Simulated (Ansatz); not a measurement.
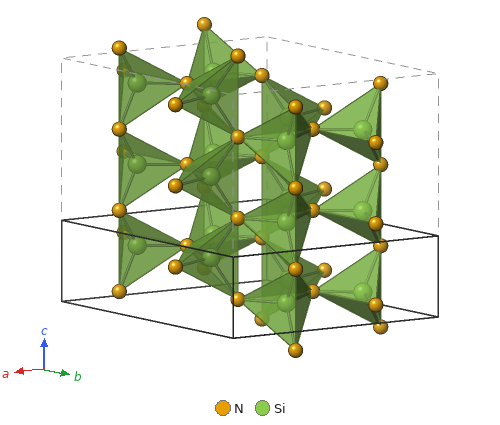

Polyhedra are drawn about Si (bonds: N–Si below 1.9 Å); other atoms are plain spheres.

System Si3N4 (space group P6_3/m, No. 176); source of the atomic positions: coordinates from a relaxation (final pressure about 3.8 GPa) with DFT, PAW plane waves, r2scan (Ansatz 0.2.0).

Sharing among the drawn polyhedra:

| site | polyhedron | corner-sharing neighbours | edge-sharing | face-sharing | bond (Å) |
| --- | --- | --- | --- | --- | --- |
| Si | SiN4 tetrahedron | 8 | 0 | 0 | 1.72–1.73 |

They form a three-dimensional framework of corner-sharing tetrahedra.
